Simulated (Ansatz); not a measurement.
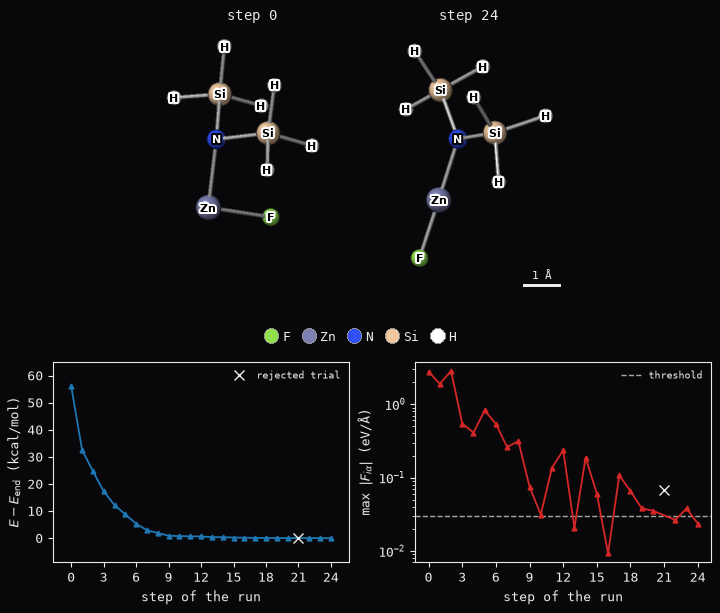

First and last geometry of a relaxation of ZnSi2NH6F (coarse preliminary run), with the history of the run. A ball-and-stick model, seen from a free direction.

The start comes from a force field.

All numbers below come from RKS PBE-D4/def2-SVP (Ansatz 0.2.0). (force threshold 0.03 eV/Å; at most 200 steps)

What do the curves and the structures tell?

Answer. It converged. The energy falls by 56.1 kcal/mol in 23 accepted moves (24 points after the start). The largest force component goes from 2.8 to 0.024 eV/Å. The line search rejected the trial step at point 21 of the run. The forces were under the threshold at step 13, but the run went on from there. The largest move after the best rigid fit is that of the F atom, 2.25 Å. By element the largest moves are F 2.25 Å, H 1.10 Å, N 0.83 Å, Zn 0.47 Å, Si 0.29 Å. Among the contacts that change: F–Zn 2.101 → 1.744 Å, N–Zn 2.043 → 1.827 Å, H–Si 1.450 → 1.509 Å, N–Si 1.803 → 1.756 Å. Among the angles between lasting bonds that change: F–Zn–N 103.9° → 179.2°, Si–N–Si 107.3° → 123.9°, Zn–N–Si 111.3° → 118.0°.

```json
{"step": "0", "E − E(0), kcal/mol": "0.00", "largest force component, eV/Å": "2.7794", "note": ""}
{"step": "1", "E − E(0), kcal/mol": "-23.48", "largest force component, eV/Å": "1.8902", "note": ""}
{"step": "2", "E − E(0), kcal/mol": "-31.44", "largest force component, eV/Å": "2.8443", "note": ""}
{"step": "3", "E − E(0), kcal/mol": "-38.82", "largest force component, eV/Å": "0.5426", "note": ""}
{"step": "4", "E − E(0), kcal/mol": "-43.95", "largest force component, eV/Å": "0.4106", "note": ""}
{"step": "5", "E − E(0), kcal/mol": "-47.33", "largest force component, eV/Å": "0.8236", "note": ""}
{"step": "6", "E − E(0), kcal/mol": "-50.79", "largest force component, eV/Å": "0.5383", "note": ""}
{"step": "7", "E − E(0), kcal/mol": "-53.22", "largest force component, eV/Å": "0.2603", "note": ""}
{"step": "8", "E − E(0), kcal/mol": "-54.21", "largest force component, eV/Å": "0.3145", "note": ""}
{"step": "9", "E − E(0), kcal/mol": "-55.23", "largest force component, eV/Å": "0.0751", "note": ""}
{"step": "10", "E − E(0), kcal/mol": "-55.39", "largest force component, eV/Å": "0.0314", "note": ""}
{"step": "11", "E − E(0), kcal/mol": "-55.45", "largest force component, eV/Å": "0.1361", "note": ""}
{"step": "12", "E − E(0), kcal/mol": "-55.52", "largest force component, eV/Å": "0.2358", "note": ""}
{"step": "13", "E − E(0), kcal/mol": "-55.74", "largest force component, eV/Å": "0.0207", "note": ""}
{"step": "14", "E − E(0), kcal/mol": "-55.78", "largest force component, eV/Å": "0.1879", "note": ""}
{"step": "15", "E − E(0), kcal/mol": "-55.90", "largest force component, eV/Å": "0.0604", "note": ""}
{"step": "16", "E − E(0), kcal/mol": "-55.97", "largest force component, eV/Å": "0.0093", "note": ""}
{"step": "17", "E − E(0), kcal/mol": "-56.03", "largest force component, eV/Å": "0.1074", "note": ""}
{"step": "18", "E − E(0), kcal/mol": "-56.07", "largest force component, eV/Å": "0.0655", "note": ""}
{"step": "19", "E − E(0), kcal/mol": "-56.10", "largest force component, eV/Å": "0.0381", "note": ""}
{"step": "20", "E − E(0), kcal/mol": "-56.11", "largest force component, eV/Å": "0.0355", "note": ""}
{"step": "21", "E − E(0), kcal/mol": "-56.11", "largest force component, eV/Å": "0.0670", "note": "rejected"}
{"step": "22", "E − E(0), kcal/mol": "-56.12", "largest force component, eV/Å": "0.0265", "note": ""}
{"step": "23", "E − E(0), kcal/mol": "-56.12", "largest force component, eV/Å": "0.0380", "note": ""}
{"step": "24", "E − E(0), kcal/mol": "-56.13", "largest force component, eV/Å": "0.0237", "note": ""}
```
